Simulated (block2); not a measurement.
# DMRG/STO-6G run of CH2ClF (chlorofluoromethane)

What is the vertical electron affinity of CH2ClF (chlorofluoromethane) at DMRG/STO-6G? 

The results are computed with block2 0.5.4.

3 further runs of the same task are left out: 3 that didn't finish. Runs told in other sessions of the task aren't counted.

## Step 1: The system as given

CH2ClF: 5 atoms, total charge 0, spin state singlet. SMILES: `FCCl`. The shape is that of a PBE0-D4/def2-TZVP optimisation.

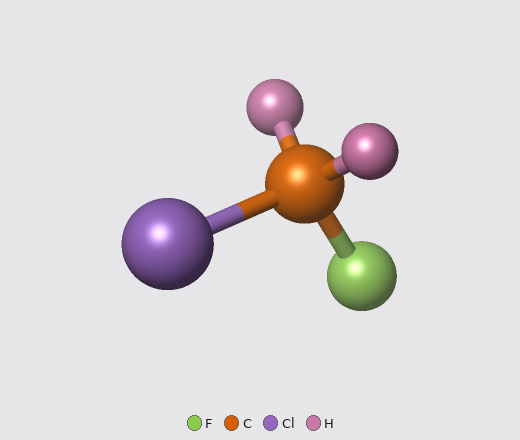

Viewed from a chosen angle; fluorine green, carbon orange, chlorine purple, hydrogen pink.

## Step 2: A single-point energy at DMRG/STO-6G

Contents of make_fcidump.py:

```python
from pyscf import ao2mo, cc, dft, gto, mcscf, mp, scf
from pyscf.tools import fcidump

geom = """
F
C 1 1.354563
Cl 2 1.766415 1 110.48425
H 2 1.089325 1 109.25586 3 -118.39153
H 2 1.089323 4 112.30057 1 121.38929
"""
mol = gto.M(
    atom=geom,
    basis="sto-6g",
    verbose=4,
)
print("nao                            = %d" % (mol.nao))
mf = scf.RHF(mol)
mf.conv_tol = 1e-10
mf.max_cycle = 200
mf.kernel()
if not mf.converged:
    mf = mf.newton().run(mf.mo_coeff, mf.mo_occ)
print("E(HF)                          = %.10f" % (mf.e_tot))
ref = mf
pt = mp.MP2(ref, frozen=7).run()
mycc = cc.CCSD(ref, frozen=7)
mycc.max_cycle = 150
mycc.kernel()
print(f"MP2 total energy               = {pt.e_tot:.10f}")
if mycc.converged:
    print("CCSD total energy              = %.10f" % (mycc.e_tot))
    print(f"CCSD(T) total energy           = {mycc.e_tot + mycc.ccsd_t():.10f}")
    print(f"T1                             = {mycc.get_t1_diagnostic():.4f}")
ks = dft.RKS(mol, xc="blyp").set(conv_tol=1e-9, verbose=3).run()
if ks.converged:
    print(f"E(BLYP)                        = {ks.e_tot:.8f}")
ks = dft.RKS(mol, xc="r2scan").set(conv_tol=1e-9, verbose=3).run()
if ks.converged:
    print(f"E(r2SCAN)                      = {ks.e_tot:.8f}")
ks = dft.RKS(mol, xc="bhandhlyp").set(conv_tol=1e-9, verbose=3).run()
if ks.converged:
    print(f"E(BHLYP)                       = {ks.e_tot:.8f}")
occ_no, mo = mcscf.addons.make_natural_orbitals(mp.MP2(mf, frozen=7).run())
mf.mo_coeff = mo
cas = mcscf.CASCI(mf, 14, 20)
h1, ecore = cas.get_h1eff()
fcidump.from_integrals("FCIDUMP", h1, cas.get_h2eff(), 14, 20, nuc=ecore, ms=0)
ci = mcscf.CASCI(mf, 14, (10, 10))
ci.fix_spin_(ss=0)
ci.fcisolver.conv_tol = 1e-10
ci.fcisolver.max_cycle = 200
ci.kernel()
print("exact diagonalisation          = %.10f" % (ci.e_tot))
```

Contents of input.conf:

```
sym c1
orbitals FCIDUMP
nelec 20
spin 0
irrep 1
occ 2 2 2 2 2 2 2 2 2 2 0 0 0 0
cbias 0.2
schedule
0 50 1E-07 1E-04
2 100 1E-07 1E-05
5 100 1E-08 0.0
end
maxiter 11
sweep_tol 1E-06
noreorder
mem 1g
num_thrds 1
prefix ./tmp
outputlevel 1
onepdm
```

On the command line:

```console
$ python make_fcidump.py && block2main input.conf
```

The program printed:

```text
$ python make_fcidump.py

[INPUT] verbose = 4
[INPUT] num. atoms = 5
[INPUT] num. electrons = 34
[INPUT] charge = 0
[INPUT] spin (= nelec alpha-beta = 2S) = 0
[INPUT] symmetry False subgroup None
[INPUT] Mole.unit = angstrom
[INPUT] Symbol           X                Y                Z      unit          X                Y                Z       unit  Magmom
[INPUT]  1 F      0.000000000000   0.000000000000   0.000000000000 AA    0.000000000000   0.000000000000   0.000000000000 Bohr   0.0
[INPUT]  2 C      1.354563000000   0.000000000000   0.000000000000 AA    2.559753088469   0.000000000000   0.000000000000 Bohr   0.0
[INPUT]  3 Cl     1.972719729319   0.000000000000   1.654721792394 AA    3.727900008938   0.000000000000   3.126970999974 Bohr   0.0
[INPUT]  4 H      1.713808443235   0.904687966293  -0.488990133626 AA    3.238628587682   1.709612484484  -0.924057430167 Bohr   0.0
[INPUT]  5 H      1.713812323239  -0.904682387525  -0.488993149015 AA    3.238635919827  -1.709601942139  -0.924063128427 Bohr   0.0

nuclear repulsion = 101.669878411928
number of shells = 13
number of NR pGTOs = 126
number of NR cGTOs = 21
basis = sto-6g
ecp = {}
CPU time:         0.55
nao                            = 21

******** <class 'pyscf.scf.hf.RHF'> ********
method = RHF
initial guess = minao
damping factor = 0
level_shift factor = 0
DIIS = <class 'pyscf.scf.diis.CDIIS'>
diis_start_cycle = 1
diis_space = 8
diis_damp = 0
SCF conv_tol = 1e-10
SCF conv_tol_grad = None
SCF max_cycles = 200
direct_scf = True
direct_scf_tol = 1e-13
chkfile to save SCF result = tmp6gh2gvrw
[... 24 lines left out ...]
converged SCF energy = -595.878362109143
[... 23 lines left out ...]
Init t2, MP2 energy = -595.955468467864  E_corr(MP2) -0.0771063587209469
[... 9 lines left out ...]
CCSD converged
[... 1 line left out ...]
MP2 total energy               = -595.9554684694
CCSD total energy              = -595.9798623254
[... 1 line left out ...]
CCSD(T) total energy           = -595.9814494707
[... 10 lines left out ...]
converged SCF energy = -597.036655817458
[... 10 lines left out ...]
converged SCF energy = -597.093276439124
[... 10 lines left out ...]
converged SCF energy = -597.103677942596
[... 15 lines left out ...]
sorting_mo_energy = False
[... 15 lines left out ...]
CASCI converged
[... 36 lines left out ...]
integral sym error =            0
[... 21 lines left out ...]
Sweep =    2 | Direction =  forward | Bond dimension =  100 | Noise =  1.00e-05 | Dav threshold =  1.00e-07
Time elapsed =      3.734 | E =    -595.9815319989 | DE = -9.60e-04 | DW = 9.60306e-07

Sweep =    3 | Direction = backward | Bond dimension =  100 | Noise =  1.00e-05 | Dav threshold =  1.00e-07
Time elapsed =      4.881 | E =    -595.9817532202 | DE = -2.21e-04 | DW = 1.97422e-05

Sweep =    4 | Direction =  forward | Bond dimension =  100 | Noise =  1.00e-05 | Dav threshold =  1.00e-07
Time elapsed =      5.967 | E =    -595.9818413545 | DE = -8.81e-05 | DW = 2.02908e-05

Sweep =    5 | Direction = backward | Bond dimension =  100 | Noise =  0.00e+00 | Dav threshold =  1.00e-08
Time elapsed =      7.092 | E =    -595.9818416970 | DE = -3.43e-07 | DW = 1.97115e-05

Final canonical form =  CRRRRRRRRRRRRR 0
DMRG Energy = -595.981841696954120
npdm string = ['(C+D)0']

Build NPDM MPO | Nsites =    14 | Nmaxops =  2 | SymbolFree = T | Cutoff = 0.00e+00
 Site =     0 /    14 .. L =        4 R =        1 M =            0 Tmid = 0.000 T = 0.000
 Site =     1 /    14 .. L =        4 R =       27 M =           27 Tmid = 0.000 T = 0.000
 Site =     2 /    14 .. L =        4 R =       25 M =           25 Tmid = 0.000 T = 0.000
 Site =     3 /    14 .. L =        4 R =       23 M =           23 Tmid = 0.000 T = 0.000
 Site =     4 /    14 .. L =        4 R =       21 M =           21 Tmid = 0.000 T = 0.000
 Site =     5 /    14 .. L =        4 R =       19 M =           19 Tmid = 0.000 T = 0.000
 Site =     6 /    14 .. L =        4 R =       17 M =           17 Tmid = 0.000 T = 0.000
 Site =     7 /    14 .. L =        4 R =       15 M =           15 Tmid = 0.000 T = 0.000
 Site =     8 /    14 .. L =        4 R =       13 M =           13 Tmid = 0.000 T = 0.000
 Site =     9 /    14 .. L =        4 R =       11 M =           11 Tmid = 0.000 T = 0.000
 Site =    10 /    14 .. L =        4 R =        9 M =            9 Tmid = 0.000 T = 0.000
 Site =    11 /    14 .. L =        4 R =        7 M =            7 Tmid = 0.000 T = 0.000
 Site =    12 /    14 .. L =        4 R =        5 M =            5 Tmid = 0.000 T = 0.000
 Site =    13 /    14 .. L =        1 R =        4 M =            4 Tmid = 0.000 T = 0.000
Ttotal =      0.000

Expectation | Direction =  forward | BRA bond dimension =  100 | KET bond dimension =  100
Time elapsed =      0.089
NPDM Sorting | Nsites =    14 | Nmaxops =  2 | DotSite = 2 | SymbolFree = T | Compressed = T | LowMem = F | Mem = 1.53 KB
Ttotal =      0.000

DMRG OCC =   1.999 1.999 1.999 1.998 1.997 1.993 1.982 1.975 1.968 1.965 0.041 0.036 0.025 0.022
```

Run time: 55 s. Hardware: 1 thread of Arm Neoverse V1, shared host; peak memory 0.34 GiB.

## Step 3: The doublet anion: the energy at DMRG/STO-6G

Contents of make_fcidump.py:

```python
from pyscf import ao2mo, cc, dft, gto, mcscf, mp, scf
from pyscf.tools import fcidump

geom = [
    ("F", (-0.970450, 0.560520, 0.766500)),
    ("C", (0.083560, 0.089320, 0.058070)),
    ("Cl", (-0.422970, -1.232890, -0.998060)),
    ("H", (0.832130, -0.302600, 0.745580)),
    ("H", (0.477720, 0.885670, -0.572080)),
]
mol = gto.M(
    atom=geom,
    basis="sto-6g",
    charge=-1,
    spin=1,
    verbose=4,
    max_memory=2000,
)
print("basis functions = %d" % (mol.nao))
mf = scf.ROHF(mol)
mf.conv_tol = 1e-10
mf.max_cycle = 200
mf.kernel()
if not mf.converged:
    mf = mf.newton().run(mf.mo_coeff, mf.mo_occ)
print("reference energy = %.10f" % (mf.e_tot))
# single-reference ladder for comparison
ref = scf.UHF(mol).run(mf.make_rdm1(), conv_tol=1e-10)
pt = mp.MP2(ref, frozen=7).run()
mycc = cc.CCSD(ref, frozen=7)
mycc.max_cycle = 150
mycc.kernel()
print(f"MP2 total energy = {pt.e_tot:.10f}")
if mycc.converged:
    print(f"E(CCSD) = {mycc.e_tot:.10f}")
    print(f"CCSD(T) total energy = {mycc.e_tot + mycc.ccsd_t():.10f}")
# a few density functionals on the same geometry and basis
ks = dft.UKS(mol, xc="blyp").set(conv_tol=1e-9, verbose=3).run(mf.make_rdm1())
if ks.converged:
    print(f"E(BLYP) = {ks.e_tot:.8f}")
ks = dft.UKS(mol, xc="r2scan").set(conv_tol=1e-9, verbose=3).run(mf.make_rdm1())
if ks.converged:
    print(f"E(r2SCAN) = {ks.e_tot:.8f}")
ks = dft.UKS(mol, xc="bhandhlyp").set(conv_tol=1e-9, verbose=3).run(mf.make_rdm1())
if ks.converged:
    print(f"E(BHLYP) = {ks.e_tot:.8f}")
# rotate to MP2 natural orbitals
occ_no, mo = mcscf.addons.make_natural_orbitals(mp.MP2(mf.to_uhf(), frozen=7).run())
mf.mo_coeff = mo
# FCIDUMP for the DMRG program
cas = mcscf.CASCI(mf, 14, 21)
h1, ecore = cas.get_h1eff()
fcidump.from_integrals("FCIDUMP", h1, cas.get_h2eff(), 14, 21, nuc=ecore, ms=1)
# FCI check
ci = mcscf.CASCI(mf, 14, (11, 10))
ci.fix_spin_(ss=0.75)
ci.fcisolver.conv_tol = 1e-10
ci.fcisolver.max_cycle = 200
ci.kernel()
print(f"FCI energy = {ci.e_tot:.10f}")
```

Contents of input.conf:

```
sym c1
orbitals FCIDUMP
nelec 21
spin 1
irrep 1
occ 2 2 2 2 2 2 2 2 2 2 1 0 0 0
cbias 0.2
schedule
0 25 1E-09 1E-04
2 50 1E-09 1E-04
5 100 1E-09 1E-05
8 100 1E-10 0.0
end
maxiter 14
sweep_tol 1E-06
fiedler
mem 1g
num_thrds 1
prefix ./tmp
outputlevel 1
onepdm
```

On the command line:

```console
$ python make_fcidump.py && block2main input.conf
```

The program printed:

```text
$ python make_fcidump.py

[INPUT] verbose = 4
[INPUT] num. atoms = 5
[INPUT] num. electrons = 35
[INPUT] charge = -1
[INPUT] spin (= nelec alpha-beta = 2S) = 1
[INPUT] symmetry False subgroup None
[INPUT] Mole.unit = angstrom
[INPUT] Symbol           X                Y                Z      unit          X                Y                Z       unit  Magmom
[INPUT]  1 F     -0.970450000000   0.560520000000   0.766500000000 AA   -1.833884717584   1.059229287341   1.448475074479 Bohr   0.0
[INPUT]  2 C      0.083560000000   0.089320000000   0.058070000000 AA    0.157905514969   0.168790337446   0.109736396053 Bohr   0.0
[INPUT]  3 Cl    -0.422970000000  -1.232890000000  -0.998060000000 AA   -0.799297458907  -2.329824441715  -1.886060055883 Bohr   0.0
[INPUT]  4 H      0.832130000000  -0.302600000000   0.745580000000 AA    1.572497800034  -0.571831125293   1.408942003953 Bohr   0.0
[INPUT]  5 H      0.477720000000   0.885670000000  -0.572080000000 AA    0.902759964227   1.673673736744  -1.081074521341 Bohr   0.0

nuclear repulsion = 101.66988924349
number of shells = 13
number of NR pGTOs = 126
number of NR cGTOs = 21
basis = sto-6g
ecp = {}
CPU time:         0.57
basis functions = 21

******** <class 'pyscf.scf.rohf.ROHF'> ********
method = ROHF
initial guess = minao
damping factor = 0
level_shift factor = 0
DIIS = <class 'pyscf.scf.diis.CDIIS'>
diis_start_cycle = 1
diis_space = 8
diis_damp = 0
SCF conv_tol = 1e-10
SCF conv_tol_grad = None
SCF max_cycles = 200
direct_scf = True
direct_scf_tol = 1e-13
chkfile to save SCF result = tmpxj6qbfpu
[... 26 lines left out ...]
converged SCF energy = -595.560089648739
reference energy = -595.5600896487
[... 64 lines left out ...]
converged SCF energy = -595.561678078847  <S^2> = 0.75736361  2S+1 = 2.0073501
[... 22 lines left out ...]
Init t2, MP2 energy = -0.0532588935617614
[... 14 lines left out ...]
UCCSD converged
[... 1 line left out ...]
MP2 total energy = -595.6149369727
[... 2 lines left out ...]
CCSD(T) total energy = -595.6364021123
[... 9 lines left out ...]
converged SCF energy = -596.728319926414  <S^2> = 0.75129993  2S+1 = 2.0012995
[... 10 lines left out ...]
converged SCF energy = -596.793998393008  <S^2> = 0.75251351  2S+1 = 2.0025119
[... 10 lines left out ...]
converged SCF energy = -596.810183284981  <S^2> = 0.7525405  2S+1 = 2.0025389
[... 15 lines left out ...]
sorting_mo_energy = False
[... 15 lines left out ...]
CASCI converged
[... 1 line left out ...]
FCI energy = -595.6366676878
[... 36 lines left out ...]
integral sym error =            0
[... 30 lines left out ...]
Sweep =    5 | Direction = backward | Bond dimension =  100 | Noise =  1.00e-05 | Dav threshold =  1.00e-09
Time elapsed =      3.470 | E =    -595.6366410356 | DE = -6.53e-05 | DW = 2.41715e-06

Sweep =    6 | Direction =  forward | Bond dimension =  100 | Noise =  1.00e-05 | Dav threshold =  1.00e-09
Time elapsed =      5.513 | E =    -595.6366561726 | DE = -1.51e-05 | DW = 2.84057e-06

Sweep =    7 | Direction = backward | Bond dimension =  100 | Noise =  1.00e-05 | Dav threshold =  1.00e-09
Time elapsed =      7.599 | E =    -595.6366619855 | DE = -5.81e-06 | DW = 4.46253e-06

Sweep =    8 | Direction =  forward | Bond dimension =  100 | Noise =  0.00e+00 | Dav threshold =  1.00e-10
Time elapsed =      9.768 | E =    -595.6366620309 | DE = -4.54e-08 | DW = 2.40689e-06

Final canonical form =  LLLLLLLLLLLLLC 12
DMRG Energy = -595.636662030920206
npdm string = ['(C+D)0']

Build NPDM MPO | Nsites =    14 | Nmaxops =  2 | SymbolFree = T | Cutoff = 0.00e+00
 Site =     0 /    14 .. L =        4 R =        1 M =            0 Tmid = 0.000 T = 0.000
 Site =     1 /    14 .. L =        4 R =       27 M =           27 Tmid = 0.000 T = 0.000
 Site =     2 /    14 .. L =        4 R =       25 M =           25 Tmid = 0.000 T = 0.000
 Site =     3 /    14 .. L =        4 R =       23 M =           23 Tmid = 0.000 T = 0.000
 Site =     4 /    14 .. L =        4 R =       21 M =           21 Tmid = 0.000 T = 0.000
 Site =     5 /    14 .. L =        4 R =       19 M =           19 Tmid = 0.000 T = 0.000
 Site =     6 /    14 .. L =        4 R =       17 M =           17 Tmid = 0.000 T = 0.000
 Site =     7 /    14 .. L =        4 R =       15 M =           15 Tmid = 0.000 T = 0.000
 Site =     8 /    14 .. L =        4 R =       13 M =           13 Tmid = 0.000 T = 0.000
 Site =     9 /    14 .. L =        4 R =       11 M =           11 Tmid = 0.000 T = 0.000
 Site =    10 /    14 .. L =        4 R =        9 M =            9 Tmid = 0.000 T = 0.000
 Site =    11 /    14 .. L =        4 R =        7 M =            7 Tmid = 0.000 T = 0.000
 Site =    12 /    14 .. L =        4 R =        5 M =            5 Tmid = 0.000 T = 0.000
 Site =    13 /    14 .. L =        1 R =        4 M =            4 Tmid = 0.000 T = 0.000
Ttotal =      0.000

Expectation | Direction = backward | BRA bond dimension =  100 | KET bond dimension =  100
Time elapsed =      0.123
NPDM Sorting | Nsites =    14 | Nmaxops =  2 | DotSite = 2 | SymbolFree = T | Compressed = T | LowMem = F | Mem = 1.53 KB
Ttotal =      0.000

DMRG OCC =   2.000 2.000 2.000 1.999 1.998 1.997 1.995 1.981 1.975 1.970 1.003 0.033 0.024 0.025
```

Run time: 34 s. Hardware: 1 thread of Arm Neoverse V1, shared host; peak memory 0.21 GiB.

## Step 4: Results

At DMRG/STO-6G, 7 core orbitals frozen:

| quantity | value |
| --- | --- |
| run 1, DMRG/STO-6G: total energy | -595.98184 Eh |
| run 1, DMRG/STO-6G: T1 diagnostic of the CCSD step | 0.007 |
| doublet anion: total energy | -595.63666 Eh |
| vertical electron affinity (to the doublet anion) | -9.393 eV |

**Reading.** The anion lies 9.39 eV (217 kcal/mol) above the neutral: the electron isn't bound at this level, and such a value depends on the basis. Without diffuse functions anions come out too high. In a minimal basis such a difference can be off by several eV, whatever the method.
